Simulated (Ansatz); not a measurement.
# G0W0 on several functionals: SiO2 (I-42d)

Aim: G0W0 for SiO2 (I-42d) on several starting functionals, at one mesh, band count and screening cutoff.

Calculated with Ansatz 0.2.0; G0W0 on several functionals, plane waves, PAW.

In doubt: masses and optical values from hybrid runs of this build are listed as unsure (step 4), which bears on the screening that GW takes from such a start.

**1. The structure**

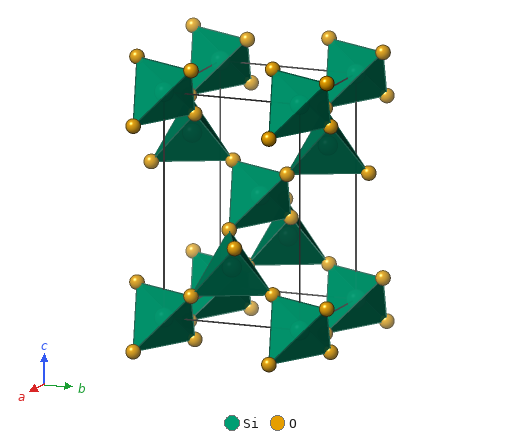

The cell as given, slightly off an axis (silicon teal, oxygen orange). This picture shows the conventional cell, with its axes. Some periodic images of atoms are drawn too.

The cell and positions come from the Crystallography Open Database and are kept as given unless a step says otherwise.

**2. G0W0 on LDA**

G0W0 replaces the xc potential by the self-energy, built once from these orbitals. Only a window of levels is corrected, while the sums run over the empty bands that the input names. This step takes PAW set soft_1 files.

This step: G0W0 on LDA, plane waves, PAW; PAW set soft_1.

Input file input.yaml:

```yaml
crystal:
  lattice:
    - [-2.37405, 2.37405, 3.744]
    - [2.37405, -2.37405, 3.744]
    - [2.37405, 2.37405, -3.744]
  atoms:
    - { symbol: Si, position: [0.0, 0.0, 0.0] }
    - { symbol: Si, position: [0.75, 0.25, 0.5] }
    - { symbol: O, position: [0.99838, 0.625, 0.87338] }
    - { symbol: O, position: [0.375, 0.24838, 0.37338] }
    - { symbol: O, position: [0.75162, 0.125, 0.12662] }
    - { symbol: O, position: [0.875, 0.00162, 0.62662] }
kpoints:
  mp_grid: { grid: [4, 4, 4] }
hamiltonian:
  xc: lda
  pseudopotentials: { kind: paw, azcp: { folder: soft_1 }, xc_functional: pbe }
scf:
  occupations: { method: fixed }
gw:
  n_empty_bands: 191
  ecut_chi: 100
  qp_bands: [v2, c2]
  qp_kpoints: band_edges
  screening: { model: contour_deformation }
```

Started as:

```console
$ ansatz run input.yaml --threads 3 --pin off --max-ram 92160MiB --backend cuda --events-out ev --progress --plain --runs-dir out --devices 1 --max-vram 13GiB
```

Numbers of over 12 decimals in the logs are rounded to 6 here.

The log of the run:

```text
GPUs: using 1 of 1 available (devices: 1).
Engine: ansatz 0.2.0, x86_64-unknown-linux-gnu
Pseudopotentials: kind: paw
Pseudopotential: Si, paw, valence charge 4, recommended cutoff 420 eV (normal), soft_1/Si.paw.azcp
Pseudopotential: O, paw, valence charge 6, recommended cutoff 420 eV (normal), soft_1/O.paw.azcp
Functional definition: SPW92
  exchange = slater_x
  correlation = pw_c
device memory: the entry about to start is reckoned to put 0.7 GiB on a device that reports 74.2 GiB free (of which the cap on the GPU budget leaves the run 13.0 GiB)
GPU FFT provider: cuFFT
GPU libraries: cuBLAS 13.8.2, cuFFT 12.4.0, cuSOLVER 12.3.4
Crystal: 6 atoms, lattice volume = 84.406 Å³
Basis set: ecut = 420 eV, 1637 PW (Γ)
Bands: 22, of which v1, the nominal top of the filled ones, is band 16 counted from 1 (15 counted from 0)
Symmetry: 8 space group operations
Space group: I-42d (ITA 122), of the structure as read, at distance tolerance 4.4e-5 Å
k-points: 13 of 64 (time reversal used)
Non-local potential: Si, projectors of the file, l = 0: 2, l = 1: 2, l = 2: 1
Non-local potential: O, projectors of the file, l = 0: 2, l = 1: 2, l = 2: 1
PAW form: soft (Blöchl's): semilocal exchange-correlation on the pseudo side does not see the compensation charge
PAW frozen core: Si, regenerated for the run's functional, and the local potential with it (the file was generated under x = pbe(κ = 0.804, μ = 0.219515), c = pbe(β = 0.066725))
PAW frozen core: O, regenerated for the run's functional, and the local potential with it (the file was generated under x = pbe(κ = 0.804, μ = 0.219515), c = pbe(β = 0.066725))
PAW one-centre angular grid: Si, 110 points (default); XC on 64 Gauss nodes
PAW one-centre angular grid: O, 110 points (default); XC on 64 Gauss nodes
Initial density: superposition of atomic densities (chi_scale 0.1, normalization cell, long waves kept (reshape's long-wave potential 0.00 eV rms))
Initial wavefunctions: pseudopotential atomic-orbital guess
GPU buffer pool allocated for 46656 grid points (all kernels)
GPU transforms: local potential and band sums: pruned to the plane-wave sphere, on 36×36×36
Functional: x = slater, c = lda
SCF iter   1: F=—  HF=-3448.427922 eV  |F-HF|=—  |Δ(HF+E_count)|=         —  Δρ=1.17e-1  dr2=1.03e1  ethr=3.10e-3  ⟨swp⟩=4.9  Hψ=1438  notcnv=0  defer=46
preconditioner: auto → none  [insulator: Δε(μ)=7.286 eV  Ē_g=17.696 eV  n_scr=14 (ndim 8)  ℏωp=22.9 eV  f_vac=0.102  ε∞_Penn≈2.7]
SCF iter   2: F=—  HF=-3445.778812 eV  |F-HF|=—  |Δ(HF+E_count)|=    2.65e0  Δρ=6.33e-2  dr2=1.49e0  ethr=3.10e-3  ⟨swp⟩=3.8  Hψ=829  notcnv=0  defer=39
SCF iter   3: F=—  HF=-3445.360403 eV  |F-HF|=—  |Δ(HF+E_count)|=   4.18e-1  Δρ=1.87e-2  dr2=1.33e-1  ethr=3.10e-3  ⟨swp⟩=2.1  Hψ=584  notcnv=0  defer=34
SCF iter   4: F=—  HF=-3445.348326 eV  |F-HF|=—  |Δ(HF+E_count)|=   1.21e-2  Δρ=1.36e-3  dr2=6.41e-4  ethr=4.17e-4  ⟨swp⟩=2.5  Hψ=424  notcnv=0  defer=52
SCF iter   5: F=—  HF=-3445.348628 eV  |F-HF|=—  |Δ(HF+E_count)|=   3.03e-4  Δρ=2.32e-4  dr2=1.29e-5  ethr=2.00e-6  ⟨swp⟩=2.2  Hψ=483  notcnv=0  defer=52
SCF iter   6: F=—  HF=-3445.348639 eV  |F-HF|=—  |Δ(HF+E_count)|=   1.08e-5  Δρ=3.08e-5  dr2=5.40e-7  ethr=4.02e-8  ⟨swp⟩=2.7  Hψ=530  notcnv=0  defer=38
SCF iter   7: F=-3445.348639 eV  HF=-3445.348639 eV  |F-HF|=1.23e-9  |Δ(HF+E_count)|=   1.99e-8  Δρ=2.25e-6  dr2=2.59e-9  ethr=3.13e-10  ⟨swp⟩=11.5  Hψ=1470  notcnv=0
SCF 1 converged in 7 iterations: F = -3445.348639 eV  dr2 = 2.59e-9
  greatest PAW one-centre occupation: 0.856 electrons in one spin orbital (limit 2), on the O atom at site 2 (counted from 0), in its partial waves of l = 0
device memory: the entry about to start is reckoned to put 0.8 GiB on a device that reports 74.0 GiB free (of which the cap on the GPU budget leaves the run 13.0 GiB)
NSCF: frozen V_eff on 13 k-points, pencils in batches of 32, up to order 88
the band table was solved once the SCF had ended and its energy, with any forces and stress, was formed, with the checks that follow a solve (1504 applications of the Hamiltonian). They found nothing against the state; the energy, forces and stress were not computed again (output.eigenvalues in the input reference)
device memory: the entry about to start is reckoned to put 4.3 GiB on a device that reports 74.1 GiB free (of which the cap on the GPU budget leaves the run 13.0 GiB)
NSCF: frozen V_eff on 13 k-points
G₀W₀ screening: q 1/13
[... further progress lines ...]
device memory: the entry about to start is reckoned to put 0.4 GiB on a device that reports 67.0 GiB free (of which the cap on the GPU budget leaves the run 13.0 GiB)
NSCF: frozen V_eff on 1 k-points
device memory: the entry about to start is reckoned to put 0.4 GiB on a device that reports 67.1 GiB free (of which the cap on the GPU budget leaves the run 13.0 GiB)
NSCF: frozen V_eff on 1 k-points
SCF converged after 7 iterations
Free energy (F): -3445.348639 eV
Harris-Foulkes:  -3445.348639 eV  (|F-HF|=1.23e-9)
Internal energy: -3445.348639 eV  (E = F + TS)
E sigma→0 (E₀):  -3445.348639 eV
Fermi energy:    0.804150 eV
--- Per-component energies (eV) ---
  E_band       = -181.124916
  E_kinetic    = 771.679104
  E_local      = -2183.365623  (includes V_loc(G=0)·N_el)
  E_nonlocal   = 263.896679
  E_hartree    = 807.171050
  E_xc         = -394.814693
  E_vxc        = -459.939560  (∫ρ·V_xc dr)
  E_paw        = -1581.774653  (= ΣΔE_a)
  E_vpaw       = -187.743168  (= ΣTr[D̂ρ^β])
  E_aug_tail   = 0.003432  (compensation charges beyond the density's cutoff)
  E_ewald      = -1128.700283
  E_core_change = 0.556347  (= ΣΔE_core)
  E_smearing   = -0.000000  (= −TS)
  E_closure    = 0.000000  (closes the sum)
  Σ components = -3445.348639   (vs F -3445.348639, Δ=0.00e0)
--- Band table (eV; the first three rows and the last of 13) ---
  k-point 0: bands = [... 12 lower, -0.5178, -0.2292, 0.8042, 0.8042, 6.6258, 9.2616, 11.9000, 11.9000, ... 2 higher]
  k-point 1: bands = [... 12 lower, -0.4708, 0.0545, 0.7064, 0.7072, 7.9333, 10.1317, 10.7480, 11.3260, ... 2 higher]
  k-point 2: bands = [... 12 lower, 0.0643, 0.0643, 0.5736, 0.5736, 10.0506, 10.0506, 10.7465, 10.7465, ... 2 higher]
  k-point 12: bands = [... 12 lower, -0.6973, -0.6973, 0.7013, 0.7013, 9.5984, 9.5984, 10.2797, 10.2797, ... 2 higher]
--- G₀W₀: contour deformation, 5 samples at zero and on the imaginary axis and 2 off it, 64 q-points, 191 empty bands' worth ---
  eigenvalues of the whole cell's RPA ε∞ on this k-mesh (on a slab, of 1 + 4πα/V) = 2.2599, 2.2599, 2.3227; static W/v taken at q = 0 is 0.438517
  bands read: the sum over 207 bands ends inside a degenerate multiplet in 5 slots, whose members it reads at an even weight; the widest, k=0: bands 207 to 208 (counted from 1) at 1/2 each
  gw.qp_kpoints: band_edges: 13 of 13 stored k-points solved, in 1 pass; an edge of the gap read off the rows below is read off those points alone
    ik  band        ε_KS         Σx   Σc(E_QP)       V_xc       Z   E_QP_lin       E_QP  E_QP is
     0    15      0.8042   -26.3250     4.2725   -20.5052  0.8045    -0.7640    -0.7431  root
     0    16      0.8042   -26.3250     4.2725   -20.5052  0.8045    -0.7640    -0.7431  root
     0    17      6.6258    -7.1530    -3.2984   -11.9672  0.8690     8.1539     8.1416  root
     0    18      9.2616    -5.5926    -3.7897   -11.2359  0.8627    11.1368    11.1151  root
     1    15      0.7064   -26.3900     4.2781   -20.5709  0.8042    -0.8553    -0.8345  root
     1    16      0.7072   -26.3254     4.2916   -20.4783  0.8040    -0.8696    -0.8483  root
     1    17      7.9333    -8.0014    -3.3459   -13.0466  0.8607     9.6496     9.6326  root
     1    18     10.1317    -6.0131    -3.9499   -11.9395  0.8569    12.1350    12.1082  root
     2    15      0.5736   -26.5609     4.2877   -20.7383  0.8040    -0.9819    -0.9613  root
     2    16      0.5736   -26.5609     4.2877   -20.7383  0.8040    -0.9819    -0.9613  root
     2    17     10.0506    -7.6395    -3.6404   -13.2097  0.8528    12.0064    11.9803  root
     2    18     10.0506    -7.6395    -3.6404   -13.2097  0.8528    12.0064    11.9803  root
     3    15      0.7099   -26.2395     4.2723   -20.4126  0.8043    -0.8659    -0.8446  root
     3    16      0.7211   -26.3232     4.2812   -20.4920  0.8041    -0.8500    -0.8289  root
     3    17      7.5647    -7.7089    -3.3354   -12.6862  0.8634     9.2220     9.2065  root
     3    18      9.8437    -5.9880    -3.8309   -11.7385  0.8586    11.7878    11.7633  root
     4    15      0.4686   -26.3662     4.2935   -20.5154  0.8034    -1.1101    -1.0886  root
     4    16      0.6488   -26.3349     4.2897   -20.4914  0.8041    -0.9262    -0.9049  root
     4    17      9.2657    -8.2992    -3.6365   -13.8577  0.8535    11.2122    11.1876  root
     4    18     10.2310    -7.6349    -3.8449   -13.5065  0.8532    12.2865    12.2576  root
     5    15      0.5255   -26.4442     4.2907   -20.6110  0.8036    -1.0379    -1.0169  root
     5    16      0.6221   -25.9842     4.2583   -20.1511  0.8045    -0.9747    -0.9526  root
     5    17      9.0152    -8.6926    -3.8238   -14.4901  0.8527    11.0150    10.9889  root
     5    18      9.7576    -6.4110    -3.3626   -11.5027  0.8606    11.5063    11.4868  root
[...]
11    15      0.5450   -26.2775     4.2990   -20.4188  0.8034    -1.0364    -1.0147  root
    11    16      0.5450   -26.2775     4.2990   -20.4188  0.8034    -1.0364    -1.0147  root
    11    17     10.0337    -7.9828    -3.8290   -13.8712  0.8501    12.1230    12.0931  root
    11    18     10.0337    -7.9828    -3.8290   -13.8712  0.8501    12.1230    12.0931  root
    12    15      0.7013   -26.4405     4.2848   -20.6274  0.8040    -0.8476    -0.8271  root
    12    16      0.7013   -26.4405     4.2848   -20.6274  0.8040    -0.8476    -0.8271  root
    12    17      9.5984    -7.4238    -3.4744   -12.7362  0.8556    11.4590    11.4364  root
    12    18      9.5984    -7.4238    -3.4744   -12.7362  0.8556    11.4590    11.4364  root
```

Elapsed: 11 s, on 1 × NVIDIA H100 80GB HBM3 (shared by 6 runs) with 3 threads of AMD EPYC 7R13 (Zen 3), shared host; peak memory 1.2 GiB.

Numbers from this step:

| Item | Value |
| --- | --- |
| bands summed | 207 |
| RPA ε∞ on this mesh (eigenvalues) | 2.260, 2.260, 2.323 |
| plane waves in the screening matrix | 179 |
| q-points in the mesh | 64 |
| G0W0 gap on the mesh | 8.885 eV |
| k of the valence top | 0, 0, 0 |
| k of the conduction bottom | 0, 0, 0 |
| starting gap on the mesh | 5.822 eV |
| Z at the valence top | 0.8045 |
| Z at the conduction bottom | 0.8690 |
| least direct G0W0 gap on the computed points | 8.885 eV |

The gap on the mesh goes from 5.82 eV to 8.88 eV, a correction of +3.06 eV. Between the two edge states, bare exchange in place of the xc potential would open the gap by 10.63 eV, and correlation takes back 7.57 eV.

**3. G0W0 on r2SCAN**

The same correction from a different start measures what one shot leaves open.

This step: G0W0 on r2SCAN, plane waves, PAW; PAW set soft_1.

Edit input.yaml of step 2 so:

```diff
@@ -15,4 +15,4 @@
 hamiltonian:
-  xc: lda
-  pseudopotentials: { kind: paw, azcp: { folder: soft_1 }, xc_functional: pbe }
+  xc: r2scan
+  pseudopotentials: { kind: paw, azcp: { folder: soft_1 } }
 scf:
```

The log of the run:

```text
GPUs: using 1 of 1 available (devices: 1).
[...]
GPU FFT provider: cuFFT
GPU libraries: cuBLAS 13.8.2, cuFFT 12.4.0, cuSOLVER 12.3.4
Crystal: 6 atoms, lattice volume = 84.406 Å³
Basis set: ecut = 500 eV, 2141 PW (Γ), exchange–correlation on 160×160×160 points (64 copies of the dense FFT grid, shifted against one another)
Bands: 22, of which v1, the nominal top of the filled ones, is band 16 counted from 1 (15 counted from 0)
Symmetry: 8 space group operations
[...]
k-points: 13 of 64 (time reversal used)
[...]
GPU buffer pool allocated for 64000 grid points (all kernels)
[...]
SCF iter   1: F=—  HF=-3562.487297 eV  |F-HF|=—  |Δ(HF+E_count)|=         —  Δρ=1.22e-1  dr2=1.16e1  dr2_τ=1.34e0  ethr=3.10e-3  ⟨swp⟩=5.0  Hψ=1428  notcnv=0  defer=44
[...]
SCF iter   8: F=-3560.118654 eV  HF=-3560.118654 eV  |F-HF|=6.09e-10  |Δ(HF+E_count)|=   1.83e-8  Δρ=1.52e-6  dr2=1.01e-9  dr2_τ=1.39e-10  ethr=3.13e-10  ⟨swp⟩=11.9  Hψ=1473  notcnv=0
SCF 1 converged in 8 iterations: F = -3560.118654 eV  dr2 = 1.01e-9
[...]
NSCF: frozen V_eff on 13 k-points, pencils in batches of 32, up to order 88
[...]
NSCF: frozen V_eff on 13 k-points
G₀W₀ screening: q 1/13
[... further progress lines ...]
[...]
SCF converged after 8 iterations
Free energy (F): -3560.118654 eV
[...]
Internal energy: -3560.118654 eV  (E = F + TS)
E sigma→0 (E₀):  -3560.118654 eV
Fermi energy:    0.679058 eV
[...]
--- Band table (eV; the first three rows and the last of 13) ---
  k-point 0: bands = [... 12 lower, -0.6459, -0.3750, 0.6791, 0.6791, 7.3789, 10.2208, 13.0175, 13.0175, ... 2 higher]
  k-point 1: bands = [... 12 lower, -0.5936, -0.0822, 0.5776, 0.5783, 8.7199, 11.1343, 11.8324, 12.3761, ... 2 higher]
  k-point 2: bands = [... 12 lower, -0.0676, -0.0676, 0.4392, 0.4392, 10.9526, 10.9526, 11.8194, 11.8194, ... 2 higher]
  k-point 12: bands = [... 12 lower, -0.8473, -0.8473, 0.5725, 0.5725, 10.4593, 10.4593, 11.2491, 11.2491, ... 2 higher]
[...]
0    15      0.6791   -26.4465     4.0415   -20.9473  0.8224    -0.7941    -0.7787  root
     0    16      0.6791   -26.4465     4.0415   -20.9473  0.8224    -0.7941    -0.7787  root
     0    17      7.3789    -6.6868    -3.0796   -10.8817  0.8835     8.4997     8.4943  root
     0    18     10.2208    -5.2754    -3.4656    -9.9738  0.8775    11.4612    11.4537  root
     1    15      0.5776   -26.5025     4.0446   -21.0068  0.8221    -0.8888    -0.8735  root
     1    16      0.5783   -26.4408     4.0567   -20.9182  0.8220    -0.9032    -0.8875  root
     1    17      8.7199    -7.4230    -3.1021   -11.8025  0.8766    10.0051     9.9973  root
     1    18     11.1343    -5.6628    -3.5903   -10.5862  0.8725    12.4770    12.4674  root
[...]
12    15      0.5725   -26.5467     4.0542   -21.0502  0.8219    -0.8850    -0.8697  root
    12    16      0.5725   -26.5467     4.0542   -21.0502  0.8219    -0.8850    -0.8697  root
    12    17     10.4593    -6.8814    -3.1784   -11.4047  0.8724    11.8138    11.8043  root
    12    18     10.4593    -6.8814    -3.1784   -11.4047  0.8724    11.8138    11.8043  root
```

Wall time 23 s (1 × NVIDIA H100 80GB HBM3 (shared by 6 runs) with 3 threads); peak memory 1.4 GiB.

This step gave:

| Property | Result |
| --- | --- |
| bands summed | 207 |
| RPA ε∞ on this mesh (eigenvalues) | 2.091, 2.091, 2.140 |
| plane waves in the screening matrix | 179 |
| q-points in the mesh | 64 |
| G0W0 gap on the mesh | 9.273 eV |
| k of the valence top | 0, 0, 0 |
| k of the conduction bottom | 0, 0, 0 |
| starting gap on the mesh | 6.700 eV |
| Z at the valence top | 0.8224 |
| Z at the conduction bottom | 0.8835 |
| least direct G0W0 gap on the computed points | 9.273 eV |

Against the run with 4×4×4 mesh, 191 empty bands, screening to 100 eV, PAW set soft_1 files on LDA, the gap moves by +0.39 eV, while the start moved by +0.88 eV.

**4. G0W0 on HSE06**

This step: G0W0 on HSE06, plane waves, PAW; PAW set soft_1.

Edit input.yaml of step 3 so:

```diff
@@ -15,3 +15,3 @@
 hamiltonian:
-  xc: r2scan
+  xc: hse06
   pseudopotentials: { kind: paw, azcp: { folder: soft_1 } }
```

The log of the run:

```text
GPUs: using 1 of 1 available (devices: 1).
[...]
davidson cushion auto → on  (no smearing: the cushion is to keep the highest requested band from converging to the state above it; pin scf.eigensolver.cushion to override)
[...]
GPU FFT provider: cuFFT
GPU libraries: cuBLAS 13.8.2, cuFFT 12.4.0, cuSOLVER 12.3.4
Crystal: 6 atoms, lattice volume = 84.406 Å³
Basis set: ecut = 420 eV, 1637 PW (Γ)
[...]
1    17      9.0218    -7.2256    -2.9893   -11.3017  0.8872    10.1132    10.1085  root
     1    18     11.3758    -5.5934    -3.4758   -10.3126  0.8832    12.6261    12.6192  root
[...]
12    15     -0.3144   -26.5641     3.7797   -21.9075  0.8362    -1.1958    -1.1913  root
    12    16     -0.3144   -26.5641     3.7797   -21.9075  0.8362    -1.1958    -1.1913  root
    12    17     10.7691    -6.6467    -3.0502   -10.8404  0.8838    11.9182    11.9126  root
    12    18     10.7691    -6.6467    -3.0502   -10.8404  0.8838    11.9182    11.9126  root
[key lines of the parts left out:]
Free energy (F): -3548.824978 eV
Fermi energy:    -0.207636 eV
```

Run time: 40 s. Hardware: 1 × NVIDIA H100 80GB HBM3 (shared by 6 runs) with 3 threads; peak memory 1.4 GiB.

Numbers from this step:

```yaml
bands_summed: 207
rpa_eps_infinity_on_this_mesh_eigenvalues: 1.996, 1.996, 2.038
plane_waves_in_the_screening_matrix: 179
g0w0_gap_on_the_mesh: 9.714 eV
k_of_the_valence_top: 0, 0, 0
k_of_the_conduction_bottom: 0, 0, 0
starting_gap_on_the_mesh: 7.875 eV
least_direct_g0w0_gap_on_the_computed_points: 9.714 eV
```

Against the run with 4×4×4 mesh, 191 empty bands, screening to 100 eV, PAW set soft_1 files on r2SCAN, the gap moves by +0.44 eV, while the start moved by +1.17 eV.

(Part 1 of 2 ends here.)

[Paths, hosts, dates, memory and timing lines, banners, echoed tables and standing remarks are left out of the program output.]

[Logs are printed without paths, hosts, clocks, repeated set-up lines and the standing remarks that a program may print on its own settings, such as how far it seeks lower states.]

[Runs of the session that timed out or met a known fault of the program may be left out.]

[Cells called generated may have been cut or substituted from an entry of the Crystallography Open Database or the Materials Project.]

[Hosts, paths, dates, database ids (printed as entryN), source tags and the programs' standing remarks are cut or masked in the printed files.]
